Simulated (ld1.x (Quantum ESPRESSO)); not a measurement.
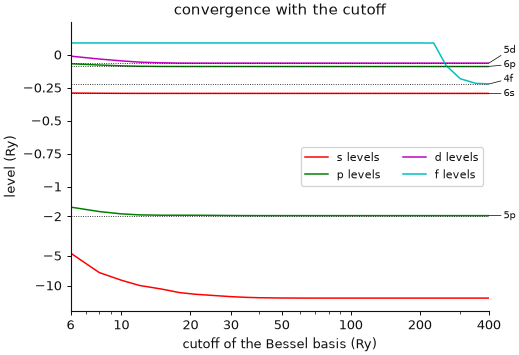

The pseudo-atom Hamiltonian at the reference potential is diagonalised in spherical Bessel functions (20 bohr box) up to the cutoff. Curves: the lowest levels of each channel that holds a bound state. Dotted lines: the all-electron valence levels.

Input of ld1.x (Quantum ESPRESSO) 7.5:

```
 &input
   title='Tm', zed=69., rel=1, dft='PZ', iswitch=3,
   config='[Xe] 4f13 5d0.5 6s1.5 6p0',
   nld=4, rlderiv=3.25, eminld=-4.0, emaxld=5.0, deld=0.02
 /
 &inputp
   pseudotype=2, tm=.true., lloc=-1, rcloc=1.35,
   nlcc=.false.,
   file_pseudopw='Tm.UPF', file_wfcaegen='ae.wfc', file_wfcncgen='nc.wfc', file_beta='beta', file_chi='chi'
 /
4
6S  1  0   1.50   0.00  2.85  2.85  0.0
5P  2  1   6.00   0.00  1.70  1.70  0.0
5D  3  2   0.50   0.00  3.00  3.00  0.0
4F  4  3  13.00   0.00  0.95  0.95  0.0
 &test
   configts(1)='4f13 5p6 5d0.5 6s1.5 6p0'
 /
```

Command:
```bash
ld1.x < Tm.in > Tm.out
```

Functional and relativity: LDA (PZ), scalar-relativistic.

Q: Check the spectrum for spurious states.

A: Ghost state below the valence levels: s at -182.4 eV. A ghost is a curve that settles on no dotted line: a bound state with no counterpart among the valence levels. In Ry: s -13.41.

Q: From which cutoff on does the ghost show?

A: The lowest s curve lies clearly below the lowest valence level of its channel already at the lowest cutoff, 6 Ry, and ends at -13.41 Ry.

Q: Read the all-electron valence levels.

A: 6s: -0.29 Ry; 5p: -1.97 Ry; 6p: -0.09 Ry; 5d: -0.06 Ry; 4f: -0.22 Ry.
